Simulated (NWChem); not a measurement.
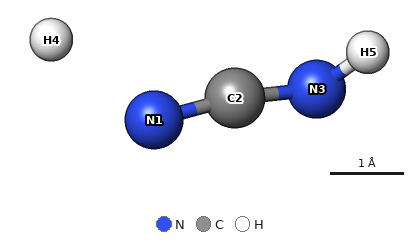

*The structure as given in the input (ball-and-stick view, seen at a tilt; atoms are numbered from 1 in the order of the input). Sticks are drawn by distance; a stretched bond gets none, so the picture shows separate pieces.*

Bond lengths as drawn: C–N 1.22 Å and H–N 1.01 Å.

**Single-point calculation of CH2N2**

The run: single-point calculation of CH2N2. Method and program: CCSD(T)/def2-TZVP, RHF (NWChem 7.3.0).

A bond length was changed on purpose from its optimised value.

**The program's output**
```
============================== echo of input deck ==============================
echo
start calc
title "CH2N2"
memory stack 880 mb heap 220 mb global 1100 mb

geometry units angstrom noautosym nocenter noautoz
   N    -0.787089   -0.852786    0.146720
   C     0.427831   -0.795306    0.106050
   N     1.633241   -0.901566   -0.023260
   H    -1.767940    0.622550   -0.262140
   H     2.237651   -0.695626    0.759470
end

basis spherical bse
   * library def2-TZVP
end

scf
   thresh 1e-08
   maxiter 80
   noprint "final vectors analysis"
end

ccsd
   freeze core 3
   maxiter 60
end

task ccsd(t) energy
================================================================================

             Northwest Computational Chemistry Package (NWChem) 7.3.0
             --------------------------------------------------------

           Job information
           ---------------

    nwchem branch   = 7.3.0
    use scalapack   = T
    input           = calc.nw
    prefix          = calc.
    data base       = ./calc.db
    status          = startup
    nproc           =        1

           Memory information
           ------------------

    heap     =     28835836 doubles =      220.0 Mbytes
    stack    =    115343361 doubles =      880.0 Mbytes
    global   =    144179200 doubles =     1100.0 Mbytes (distinct from heap & stack)
    total    =    288358397 doubles =     2200.0 Mbytes
    verify   = yes
    hardfail = no

           Directory information
           ---------------------

  0 permanent = .
  0 scratch   = .

                                NWChem Input Module
                                -------------------

                                       CH2N2
                                       -----

 Scaling coordinates for geometry "geometry" by  1.889725989
 (inverse scale =  0.529177249)

                             Geometry "geometry" -> ""
                             -------------------------

 Output coordinates in angstroms (scale by  1.889725989 to convert to a.u.)

  No.       Tag          Charge          X              Y              Z
 ---- ---------------- ---------- -------------- -------------- --------------
    1 N                    7.0000    -0.78708900    -0.85278600     0.14672000
    2 C                    6.0000     0.42783100    -0.79530600     0.10605000
    3 N                    7.0000     1.63324100    -0.90156600    -0.02326000
    4 H                    1.0000    -1.76794000     0.62255000    -0.26214000
    5 H                    1.0000     2.23765100    -0.69562600     0.75947000

      Atomic Mass
      -----------

      N                 14.003070
      C                 12.000000
      H                  1.007825

 Effective nuclear repulsion energy (a.u.)      58.0784242859

            Nuclear Dipole moment (a.u.)
            ----------------------------
        X                 Y               Z
 ---------------- ---------------- ----------------
    16.9314932132   -32.3622680914     3.7753890663

            XYZ format geometry
            -------------------
     5
 geometry
 N                    -0.78708900    -0.85278600     0.14672000
 C                     0.42783100    -0.79530600     0.10605000
 N                     1.63324100    -0.90156600    -0.02326000
 H                    -1.76794000     0.62255000    -0.26214000
 H                     2.23765100    -0.69562600     0.75947000

 ==============================================================================
                                internuclear distances
 ------------------------------------------------------------------------------
       center one      |      center two      | atomic units |  angstroms
 ------------------------------------------------------------------------------
    2 C                |   1 N                |     2.29972  |     1.21696
    3 N                |   2 C                |     2.29975  |     1.21697
    5 H                |   3 N                |     1.90889  |     1.01014
 ------------------------------------------------------------------------------
                         number of included internuclear distances:          3
 ==============================================================================

 ==============================================================================
                                 internuclear angles
 ------------------------------------------------------------------------------
        center 1       |       center 2       |       center 3       |  degrees
 ------------------------------------------------------------------------------
    1 N                |   2 C                |   3 N                |   171.21
    2 C                |   3 N                |   5 H                |   119.51
 ------------------------------------------------------------------------------
                            number of included internuclear angles:          2
 ==============================================================================

 Summary of "ao basis" -> "" (spherical)
 ------------------------------------------------------------------------------
       Tag                 Description            Shells   Functions and Types
 ---------------- ------------------------------  ------  ---------------------
 *                         def2-TZVP                  on all atoms

                      Basis "ao basis" -> "ao basis" (spherical)
                      -----
  [basis functions not shown]

 Summary of "ao basis" -> "ao basis" (spherical)
 ------------------------------------------------------------------------------
       Tag                 Description            Shells   Functions and Types
 ---------------- ------------------------------  ------  ---------------------
 N                         def2-TZVP                11       31   5s3p2d1f
 C                         def2-TZVP                11       31   5s3p2d1f
 H                         def2-TZVP                 4        6   3s1p

                                 NWChem SCF Module
                                 -----------------

                                       CH2N2

  ao basis        = "ao basis"
  functions       =   105
  atoms           =     5
  closed shells   =    11
  open shells     =     0
  charge          =   0.00
  wavefunction    = RHF
  input vectors   = atomic
  output vectors  = ./calc.movecs
  use symmetry    = F
  symmetry adapt  = F

 Summary of "ao basis" -> "ao basis" (spherical)
 ------------------------------------------------------------------------------
       Tag                 Description            Shells   Functions and Types
 ---------------- ------------------------------  ------  ---------------------
 N                         def2-TZVP                11       31   5s3p2d1f
 C                         def2-TZVP                11       31   5s3p2d1f
 H                         def2-TZVP                 4        6   3s1p

 Forming initial guess at       0.1s

      Superposition of Atomic Density Guess
      -------------------------------------

 Sum of atomic energies:        -147.29405023

      Non-variational initial energy
      ------------------------------

 Total energy =    -148.389242
 1-e energy   =    -313.475333
 2-e energy   =     107.007667
 HOMO         =      -0.332899
 LUMO         =      -0.117257

 Starting SCF solution at       0.3s

 ----------------------------------------------
         Quadratically convergent ROHF

 Convergence threshold     :          1.000E-08
 Maximum no. of iterations :           80
 Final Fock-matrix accuracy:          1.000E-10
 ----------------------------------------------

              iter       energy          gnorm     gmax       time
             ----- ------------------- --------- --------- --------
                 1     -147.7239641492  9.58D-01  2.38D-01      0.9
                 2     -147.7880295445  3.30D-01  6.74D-02      2.2
                 3     -147.7999900182  2.39D-02  6.07D-03      4.4
                 4     -147.8001256922  3.98D-04  8.50D-05      7.8
                 5     -147.8001257182  8.53D-08  2.88D-08     13.7
                 6     -147.8001257182  9.33D-10  5.64D-10     17.5

       Final RHF  results
       ------------------

         Total SCF energy =   -147.800125718220
      One-electron energy =   -314.998204457617
      Two-electron energy =    109.119654453513
 Nuclear repulsion energy =     58.078424285884

        Time for solution =     17.3s

             Final eigenvalues
             -----------------

              1
    1  -15.6155
    2  -15.5884
    3  -11.3524
    4   -1.2834
    5   -1.1852
    6   -0.7799
    7   -0.6125
    8   -0.5826
    9   -0.5663
   10   -0.4264
   11   -0.3868
   12   -0.0223
   13    0.1341
   14    0.1812
   15    0.2246
   16    0.2607
   17    0.2950
   18    0.3368
   19    0.3663
   20    0.3907
   21    0.4541

 center of mass
 --------------
 x =   0.78500264 y =  -1.53724296 z =   0.15751426

 moments of inertia (a.u.)
 ------------------
          10.817290379918          13.502354294504           3.141897365314
          13.502354294504         178.452936234640           1.136088124601
           3.141897365314           1.136088124601         183.538070553796

  Mulliken analysis of the total density
  --------------------------------------

    Atom       Charge   Shell Charges
 -----------   ------   -------------------------------------------------------
    1 N    7     7.54   0.82  1.16  0.57  0.92  0.35  1.35  1.54  0.79  0.01  0.04  0.00
    2 C    6     5.49   0.86  1.12  0.57  0.32  0.01  1.18  1.00  0.21  0.05  0.14  0.02
    3 N    7     7.50   0.82  1.16  0.53  0.86  0.23  1.48  1.66  0.71  0.01  0.04  0.00
    4 H    1     0.75   0.12  0.36  0.27  0.01
    5 H    1     0.72   0.25  0.39  0.04  0.04

       Multipole analysis of the density wrt the origin
       ------------------------------------------------

     L   x y z        total         open         nuclear
     -   - - -        -----         ----         -------
     0   0 0 0     -0.000000      0.000000     22.000000

     1   1 0 0      0.102123      0.000000     16.931493
     1   0 1 0      0.863221      0.000000    -32.362268
     1   0 0 1      0.396841      0.000000      3.775389

     2   2 0 0    -11.599949      0.000000    115.130495
     2   1 1 0     -2.021184      0.000000    -36.808857
     2   1 0 1      3.505571      0.000000      4.859537
     2   0 2 0    -14.780117      0.000000     55.162196
     2   0 1 1     -0.924942      0.000000     -6.880041
     2   0 0 2    -13.434195      0.000000      3.097778

                   Four-Index Transformation
                   -------------------------
          Number of basis functions:            105
          Number of shells:                      41
          Number of occupied orbitals:           11
          Number of occ. correlated orbitals:     8
          Block length:                          16
          Superscript MO index range:      4 -   11
          Subscript MO index range:        4 -  105
          MO coefficients read from:  ./calc.movecs
          Number of operator matrices in core:   72
          Half-transformed integrals produced

     Pass:    1     Index range:    4  -   11     Time:      2.63
 ------------------------------------------
 MP2 Energy (coupled cluster initial guess)
 ------------------------------------------
 Reference energy:           -147.800125718220102
 MP2 Corr. energy:             -0.569103799449975
 Total MP2 energy:           -148.369229517670078

 ****************************************************************************
              the segmented parallel ccsd program:    1 nodes
 ****************************************************************************

 level of theory    ccsd(t)
 number of core         3
 number of occupied     8
 number of virtual     94
 number of deleted      0
 total functions      105
 number of shells      41
 basis label          566

   ***** ccsd parameters *****
   iprt   =     0
   convi  =  0.100E-05
   maxit  =    60
   mxvec  =     5
 memory            144163828
  Using  1 OpenMP thread(s) in CCSD
  Failed reading restart vector from ./calc.t2
  Using MP2 initial guess vector

 iter     correlation     delta       rms       T2     Non-T2      Main
             energy      energy      error      ampl     ampl      Block
                                                time     time      time
   1     -0.5509459121 -5.509D-01  1.426D-01     8.28     0.00     8.07
   2     -0.5762930335 -2.535D-02  1.230D-01     8.20     0.00     8.00
   3     -0.5746976265  1.595D-03  2.101D-02     8.23     0.00     8.03
   4     -0.5787550038 -4.057D-03  2.429D-03     8.23     0.01     8.03
   5     -0.5797569179 -1.002D-03  4.200D-03     8.22     0.01     8.02
   6     -0.5797634860 -6.568D-06  1.119D-03     8.23     0.00     8.03
   7     -0.5797840320 -2.055D-05  6.463D-04     8.22     0.00     8.02
   8     -0.5797851654 -1.133D-06  5.084D-04     8.21     0.00     8.01
   9     -0.5797612736  2.389D-05  1.770D-04     8.23     0.01     8.03
  10     -0.5797759689 -1.470D-05  9.480D-05     8.22     0.00     8.03
  11     -0.5797753599  6.090D-07  4.627D-05     8.21     0.00     8.01
  12     -0.5797785135 -3.154D-06  4.079D-05     8.20     0.00     8.00
  13     -0.5797800420 -1.528D-06  1.128D-05     8.21     0.00     8.02
  14     -0.5797801975 -1.555D-07  8.519D-06     8.21     0.00     8.02
  15     -0.5797805178 -3.203D-07  6.081D-06     8.20     0.00     8.01
  16     -0.5797804762  4.154D-08  3.267D-06     8.22     0.00     8.03
  17     -0.5797805665 -9.026D-08  2.326D-06     8.20     0.00     8.01
  18     -0.5797805739 -7.382D-09  1.324D-06     8.21     0.00     8.00
  19     -0.5797806473 -7.342D-08  7.842D-07     8.22     0.00     8.02
                  *************converged*************

 -----------
 CCSD Energy
 -----------
 Reference energy:            -147.800125718220102
 CCSD corr. energy:             -0.579780647286907
 Total CCSD energy:           -148.379906365506997

 --------------------------------
 Spin Component Scaled (SCS) CCSD
 --------------------------------
 Same spin contribution:                 -0.122039540673457
 Same spin scaling factor:                1.130000000000000
 Opposite spin contribution:             -0.457741106613449
 Opposite spin scaling fact.:             1.270000000000000
 SCS-CCSD correlation energy:            -0.719235886360087
 Total SCS-CCSD energy:                -148.519361604580183
 memory            144163828

*********triples calculation*********

nkpass=    1; nvpass=    1; memdrv=         358986; memtrn=        3767891; memavail=      144163060
 memory available/node                      144163060
 total number of virtual orbitals        94
 number of virtuals per integral pass    94
 number of integral evaluations           1
 number of occupied per triples pass      8
 number of triples passes                 1

 commencing integral evaluation        1 at         158.92
  symmetry use  F
 commencing triples evaluation - blocking       1
 Time for integral evaluation pass     1        6.29
 Time for triples evaluation pass      1       12.58

 pseudo-e(mp4)  -0.37397057598058E-01
 pseudo-e(mp5)   0.15450672793204E-02
        e(t)    -0.35851990318737E-01

 --------------
 CCSD(T) Energy
 --------------
 Reference energy:                    -147.800125718220102

 CCSD corr. energy:                     -0.579780647286907
 T(CCSD) corr. energy:                  -0.037397057598058
 Total CCSD+T(CCSD) energy:           -148.417303423105068

 CCSD corr. energy:                     -0.579780647286907
 (T) corr. energy:                      -0.035851990318737
 Total CCSD(T) energy:                -148.415758355825744

 routine      calls  cpu(0)   cpu-min  cpu-ave  cpu-max   i/o
 aoccsd          1     0.01     0.01     0.01     0.01    0.00
 iterdrv         1     0.04     0.04     0.04     0.04    0.00
 pampt          19     0.16     0.16     0.16     0.16    0.00
 t2pm           19     0.28     0.28     0.28     0.28    0.00
 sxy            19     1.34     1.34     1.34     1.34    0.00
 ints     13867511   122.65   122.65   122.65   122.65    0.00
 t2eri       16359    22.49    22.49    22.49    22.49    0.00
 idx2        16359     3.80     3.80     3.80     3.80    0.00
 idx34          19     0.23     0.23     0.23     0.23    0.00
 ht2pm          19     0.36     0.36     0.36     0.36    0.00
 itm            19     2.95     2.95     2.95     2.95    0.00
 pdiis          19     0.07     0.07     0.07     0.07    0.00
 triples         1     0.00     0.00     0.00     0.00    0.00
 rdtrpo          1     0.01     0.01     0.01     0.01    0.00
 trpmos          1     6.29     6.29     6.29     6.29    0.00
 trpdrv          1     0.90     0.90     0.90     0.90    0.00
 dovvv       54144     8.82     8.82     8.82     8.82    0.00
 doooo       54144     0.92     0.92     0.92     0.92    0.00
 tengy       48128     1.91     1.91     1.91     1.91    0.00
 Total               173.24   173.24   173.24   173.24    0.00

 Task  times  cpu:      195.3s     wall:      195.3s
 Total times  cpu:      195.4s     wall:      195.4s
```

This output came from the following input.

**Input file**
```
echo
start calc
title "CH2N2"
memory stack 880 mb heap 220 mb global 1100 mb

geometry units angstrom noautosym nocenter noautoz
   N    -0.787089   -0.852786    0.146720
   C     0.427831   -0.795306    0.106050
   N     1.633241   -0.901566   -0.023260
   H    -1.767940    0.622550   -0.262140
   H     2.237651   -0.695626    0.759470
end

basis spherical bse
   * library def2-TZVP
end

scf
   thresh 1e-08
   maxiter 80
   noprint "final vectors analysis"
end

ccsd
   freeze core 3
   maxiter 60
end

task ccsd(t) energy
```

Command:
```bash
nwchem calc.nw > calc.out
```

**Key numbers**

- outcome: converged
- total energy: −148.415758 hartree
- SCF energy: −147.800126 hartree
- MP2 energy: −148.369230 hartree
- CCSD energy: −148.379906 hartree
- correlation energy: −0.615633 hartree
- (T) correction: −0.035852 hartree
- basis functions: 105
- hardware: 1 thread of Intel Xeon (Granite Rapids), 12 GiB of memory available, shared host
- wall time: 3.3 min
- peak memory: 0.29 GiB
